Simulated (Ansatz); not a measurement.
# H₂S+ (doublet): the correlation ladder, cc-pVTZ

Aim: climb from Hartree-Fock through coupled cluster and multireference methods for H₂S+ (doublet) at one geometry and basis, and see what each rung misses.

Method: cc-pVTZ, core rule «outside noble gas», up to 5 orbitals frozen; program: Ansatz 0.2.0, Gaussian basis.

Plan: UHF; CCSD(T) on ROHF; CCSD(T) on UHF; BCCD(T) on ROHF; CISD; CCSDT(Q) on ROHF; CCSDT(Q) on UHF; CASSCF and MRCISD+Q, 7 electrons in 6 orbitals; CASSCF and NEVPT2, 7 electrons in 6 orbitals.

3 further runs of the same task are left out: 3 set aside as unsound or not needed.

**1. The system**

The geometry is a PBE0/def2-TZVP stationary point (not a proven minimum) of the parent state, kept for this charge and spin.

3 atoms, charge 1, spin multiplicity 2.

Atoms are counted from 1 here; the program's logs count them from 0.

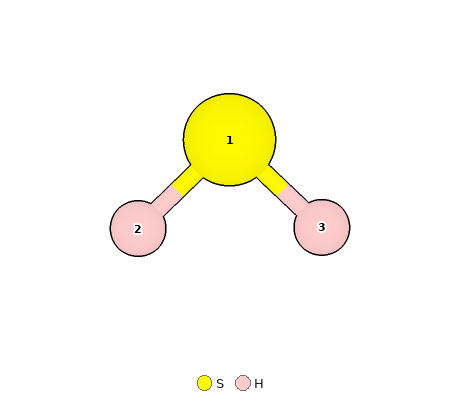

The geometry (sulfur yellow, hydrogen pink); atoms are numbered from 1 in the order of the file.

**2. UHF**

Input file in.yaml:

```yaml
crystal:
  periodic: [false, false, false]
  atoms:
    - {symbol: S, position_ang: [0.000000, -0.054959, 0.000000]}
    - {symbol: H, position_ang: [0.000000, 0.874191, -0.967203]}
    - {symbol: H, position_ang: [0.000000, 0.874188, 0.967205]}
basis:
  gaussian: {orbitals: cc-pVTZ}
total_charge: 1
magnetization: {spin_polarized: true, initial_magnetization: 1}
hamiltonian: {xc: hf}
output: {orbitals: {seedname: orbitals}}
```

Command:

```bash
ansatz run in.yaml --threads 1 --pin off --events-out ev --progress --plain --max-ram 2816MiB --backend cpu
```

Further steps of the session: CCSD(T) on ROHF; CCSD(T) on UHF; BCCD(T) on ROHF; CISD; CCSDT(Q) on ROHF; CCSDT(Q) on UHF; CASSCF and MRCISD+Q, 7 electrons in 6 orbitals; CASSCF and NEVPT2, 7 electrons in 6 orbitals.

Before running them: what should the planned runs give, taken together? Wanted: UCCSDT(Q) below the RHF energy; RMP2 from UCCSDT(Q); UMP2 from UCCSDT(Q); RCCSD from UCCSDT(Q); RCCSD(T) from UCCSDT(Q); UCCSD(T) from UCCSDT(Q); RCCSDT(Q) from UCCSDT(Q); NEVPT2 valence from UCCSDT(Q); MRCISD+Q valence from UCCSDT(Q).

The runs gave:

| quantity | value |
| --- | --- |
| UCCSDT(Q) below the RHF energy | -5.1442 eV |
| RMP2 from UCCSDT(Q) | +85.5 kJ/mol |
| UMP2 from UCCSDT(Q) | +87.8 kJ/mol |
| RCCSD from UCCSDT(Q) | +17.9 kJ/mol |
| RCCSD(T) from UCCSDT(Q) | +2.7 kJ/mol |
| UCCSD(T) from UCCSDT(Q) | +2.6 kJ/mol |
| RCCSDT(Q) from UCCSDT(Q) | +0.1 kJ/mol |
| NEVPT2 valence from UCCSDT(Q) | +86.3 kJ/mol |
| MRCISD+Q valence from UCCSDT(Q) | +1.3 kJ/mol |
| levels within 1 kcal/mol (43 meV) | RCCSD(T), UCCSD(T), BCCD(T), RCCSDT, UCCSDT, RCCSDT(Q), MRCISD+Q valence |
| T1 diagnostic | 0.017 |
| effectively unpaired electrons | 1.01 |

What this shows: RCCSD(T) lands +2.7 kJ/mol from the yardstick (0.5 % of the correlation energy). One determinant dominates. Of the multireference levels listed MRCISD+Q valence comes nearest in total energy (+1.3 kJ/mol), which doesn't show that its space is the better one. These misses are within one basis, not against nature; the frozen cores of restricted and unrestricted runs differ, which can shift their rows.
